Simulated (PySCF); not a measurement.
H3N, SMILES `N`.

PySCF calculation, BHandHLYP/def2-SVPD, gas phase; geometry: GFN2-xTB. No frequency check shows the geometry to be a minimum.

Cartesian coordinates (Å):

```
N1       0.0000   -0.0000    0.1100
H2       0.8717   -0.3620   -0.2568
H3      -0.7495   -0.5738   -0.2567
H4      -0.1223    0.9360   -0.2567
```

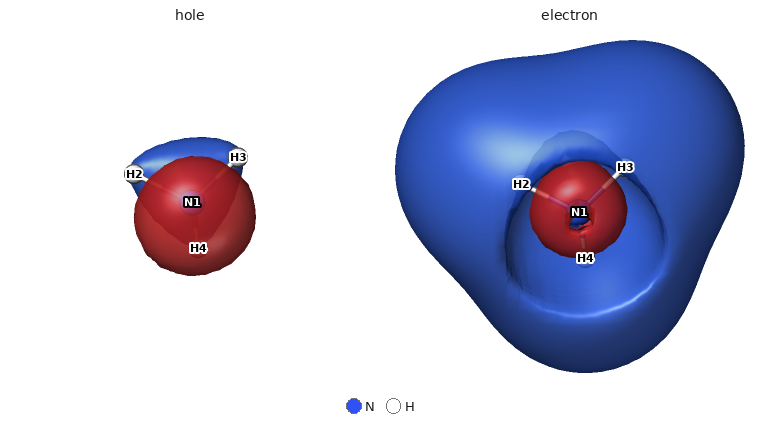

Leading natural transition orbital pair of S₁ (TDA singlet states); the surfaces enclose about 78 % of each orbital's density.

**Give its energy and the atoms that hole and electron lie on.**

7.30 eV (170 nm), f = 0.084, partly diffuse acceptor orbital; the leading pair carries 100 %; hole on N1 (79 %) and H2, H3 and H4 (7 % each), electron on H2, H3 and H4 (26 % each) and N1 (22 %) (atom shares of so diffuse an orbital are rough); their centroids lie 0.6 Å apart. In canonical orbitals it is mainly HOMO → LUMO (99 %). The HOMO–LUMO gap is 10.67 eV.
